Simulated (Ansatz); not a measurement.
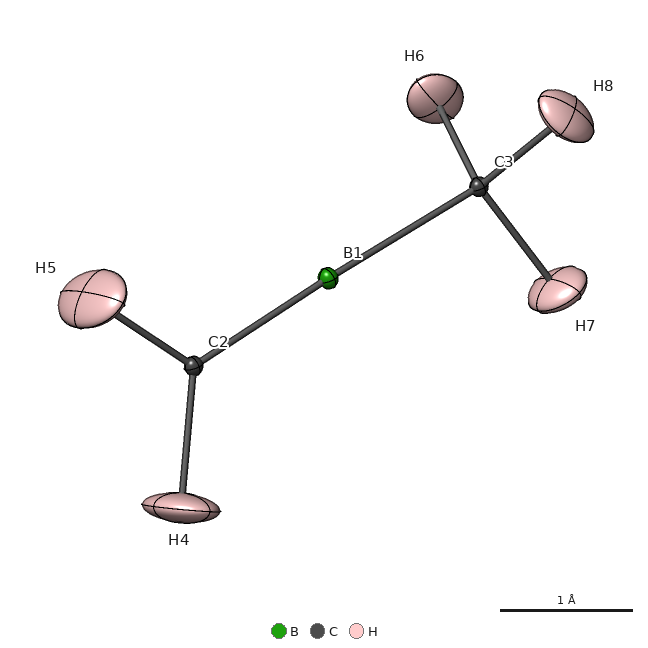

Displacement ellipsoids at the 50 % level, from the internal vibrations of the free molecule (harmonic, no overall translation or rotation; no half-axis is drawn under 0.075 Å). Vibrations computed with RKS PBE0-D4/def2-TZVP (Ansatz 0.2.0). Temperature: 0 K (zero-point motion alone).

Question. Which atom moves most?

Answer. H5, with U_eq = 0.0342 Å².

Question. Does H5 move more along its bond or across it?

Answer. Across it: the root-mean-square amplitude is 0.074 Å along the bond and up to 0.266 Å across, since bending and torsion are softer than stretching.

List U_eq and the three principal root-mean-square amplitudes for each kind of atom.

```json
{"atom": "B1", "U_eq (Å²)": "0.0023", "rms amplitudes (Å)": "0.027, 0.054, 0.057"}
{"atom": "C2", "U_eq (Å²)": "0.00081", "rms amplitudes (Å)": "0.025, 0.029, 0.031"}
{"atom": "C3", "U_eq (Å²)": "0.00070", "rms amplitudes (Å)": "0.022, 0.024, 0.031"}
{"atom": "H4", "U_eq (Å²)": "0.0317", "rms amplitudes (Å)": "0.074, 0.163, 0.251"}
{"atom": "H5", "U_eq (Å²)": "0.0342", "rms amplitudes (Å)": "0.074, 0.162, 0.266"}
{"atom": "H6, H8", "U_eq (Å²)": "0.0171", "rms amplitudes (Å)": "0.074, 0.134, 0.166"}
{"atom": "H7", "U_eq (Å²)": "0.0216", "rms amplitudes (Å)": "0.074, 0.150, 0.192"}
```
